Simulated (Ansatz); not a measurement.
**ClFGeH₅NSi: up Jacob's ladder to CCSD(T)**

How much do the methods differ for ClFGeH₅NSi? The plan is to run it at one geometry with functionals of several rungs and with coupled cluster. The yardstick is the atomisation energy at the CCSD(T) limit.

Program: Ansatz 0.2.0, Gaussian basis. Level of theory: functionals in def2-TZVPP, the program's frozen cores in correlated methods. These are calculated values, not measurements.

The runs, in order: PBE-D4, r2SCAN-D4, PBE0-D4, B3LYP-D4, ωB97X-V, ωB97M-V, B2PLYP; CCSD(T)/def2-TZVPP; MP2/def2-QZVPP; extrapolation to the limit.

**1. The relaxed structure**

An earlier PBE0-D4 in a triple-zeta def2 set relaxation fixed the geometry.

10 atoms, charge 0, spin multiplicity 1.

Atoms are counted from 1 here; the program's logs count them from 0.

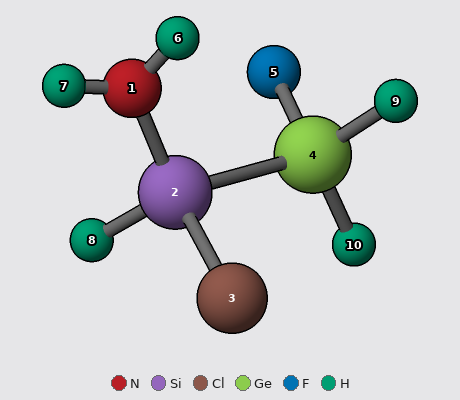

The geometry (nitrogen red, silicon purple, chlorine brown, germanium green, fluorine blue, hydrogen teal); atoms are numbered from 1 in the order of the file.

**2. PBE-D4 (GGA)**

Contents of in.yaml:

```yaml
crystal:
  periodic: [false, false, false]
  atoms:
    - {symbol: N, position_ang: [-0.369615, 1.450890, 1.021235]}
    - {symbol: Si, position_ang: [-0.222839, -0.228821, 0.828966]}
    - {symbol: Cl, position_ang: [1.326868, -1.116806, 1.896590]}
    - {symbol: Ge, position_ang: [0.322078, -0.758306, -1.429772]}
    - {symbol: F, position_ang: [-0.969831, -0.177544, -2.458704]}
    - {symbol: H, position_ang: [0.295584, 2.093603, 0.624027]}
    - {symbol: H, position_ang: [-0.844420, 1.846099, 1.816697]}
    - {symbol: H, position_ang: [-1.468454, -0.854272, 1.325132]}
    - {symbol: H, position_ang: [1.591829, -0.037592, -1.920789]}
    - {symbol: H, position_ang: [0.421900, -2.268251, -1.700382]}
basis:
  gaussian: {orbitals: def2-TZVPP}
hamiltonian: {xc: pbe, dispersion: d4}
output: {forces: true, orbitals: {seedname: orbitals}}
```

Run with:

```bash
$ ansatz run in.yaml --threads 4 --pin off --events-out ev --progress --plain --max-ram 10444MiB
```

The runs that follow: r2SCAN-D4 (meta-GGA); PBE0-D4 (hybrid); B3LYP-D4 (hybrid); ωB97X-V (range-separated); ωB97M-V (range-separated); B2PLYP (double hybrid); CCSD(T) in def2-TZVPP; MP2 in def2-QZVPP.

Q: Predict the results of all the runs planned. Wanted: atomisation energy, CCSD(T)/CBS; farthest; mean size of error, hybrid; mean size of error, range-separated; gap, smallest and largest; T1 diagnostic; triples share of the correlation energy.

**Answer**, as computed:

| quantity | value |
| --- | --- |
| atomisation energy, CCSD(T)/CBS | 33.183 eV |
| functionals within 0.332 eV (1.0 %) | PBE-D4, r2SCAN-D4, B3LYP-D4, ωB97X-V, ωB97M-V |
| farthest | B2PLYP (-0.643 eV) |
| mean size of error, hybrid | 0.374 eV |
| mean size of error, range-separated | 0.142 eV |
| gap, smallest and largest | 5.27 eV (PBE-D4), 11.78 eV (ωB97X-V) |
| T1 diagnostic | 0.0114 |
| triples share of the correlation energy | 3.5 % |

PBE-D4 is off by +0.116 eV. Double hybrids carry the basis error of their MP2 part in triple zeta, and no dispersion term here, so their miss is partly the set-up's. The reference freezes the cores and leaves out relativity and excitations past (T), and its outer-core shells are covered unevenly, so misses under about 0.332 eV can't be ranked. Hartree-Fock recovers 71 % of the binding; the rest is correlation. The gap grows from 5.3 to 11.8 eV across the functionals, mostly with the share of exact exchange. Correlated methods include outer-core shells of Ge, which these sets cover unevenly.
